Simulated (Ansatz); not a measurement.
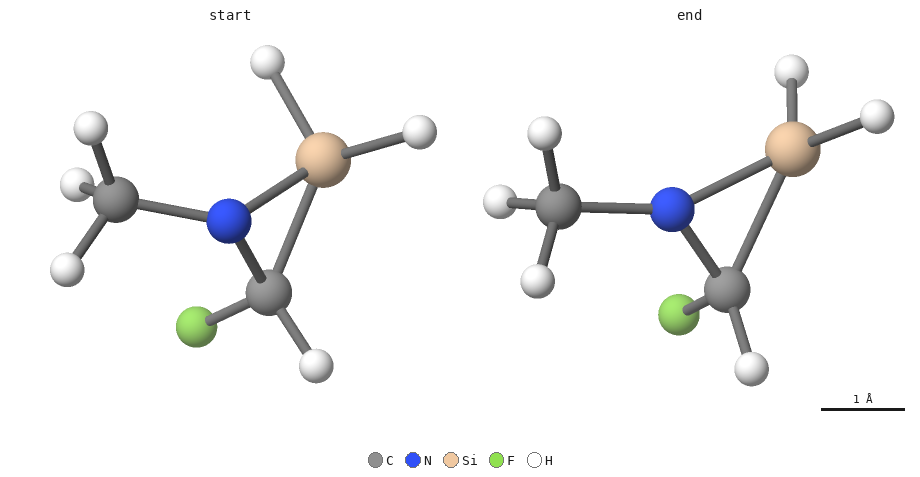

The structure of C₂H₆FNSi (coarse preliminary run) before (left) and after (right) a relaxation, at one scale.

A ball-and-stick model, seen at a tilt.

The start comes from a force field.

These are results of RKS PBE-D4/def2-SVP (Ansatz), not measurements.

Input
```yaml
crystal:
  periodic: [false, false, false]
  atoms:
    - {symbol: C, position_ang: [-0.770600, 0.916800, 0.591900]}
    - {symbol: N, position_ang: [-0.224300, -0.361300, 0.461200]}
    - {symbol: Si, position_ang: [1.341900, -0.690100, -0.015700]}
    - {symbol: C, position_ang: [-0.157000, -0.860500, -0.887100]}
    - {symbol: F, position_ang: [-0.519900, -0.021100, -1.946400]}
    - {symbol: H, position_ang: [-0.477000, 1.693900, -0.178800]}
    - {symbol: H, position_ang: [-0.563600, 1.390100, 1.567400]}
    - {symbol: H, position_ang: [-1.871200, 0.904500, 0.498700]}
    - {symbol: H, position_ang: [1.851500, -1.780000, 0.909800]}
    - {symbol: H, position_ang: [2.093100, 0.609800, 0.059400]}
    - {symbol: H, position_ang: [-0.637600, -1.859100, -1.040100]}
basis:
  gaussian: {orbitals: def2-SVP}
hamiltonian: {xc: pbe, dispersion: d4}
relax: {f_tol: 0.03, max_steps: 200}
```

Run as
```bash
ansatz run in.yaml --threads 4 --pin off --events-out ev --progress --plain --max-ram 10444MiB
```

> What changed between the two?

Over 10 geometry steps the energy falls by 0.972 eV. Largest force component: 5.5 eV/Å at the start, 0.024 eV/Å at the end. H10 moves most after the best rigid fit: 0.92 Å. Largest moves by element: H 0.92 Å, F 0.43 Å, N 0.42 Å, C 0.26 Å, Si 0.19 Å. Among the contacts that change: Si3–C4 1.742 → 1.893 Å, N2–Si3 1.670 → 1.730 Å, C1–N2 1.396 → 1.443 Å, N2–C4 1.439 → 1.414 Å. Bond angles that change, for instance: C1–N2–Si3 125.0° → 153.2°, C1–N2–C4 115.1° → 129.2°, N2–Si3–H10 106.5° → 120.6°.
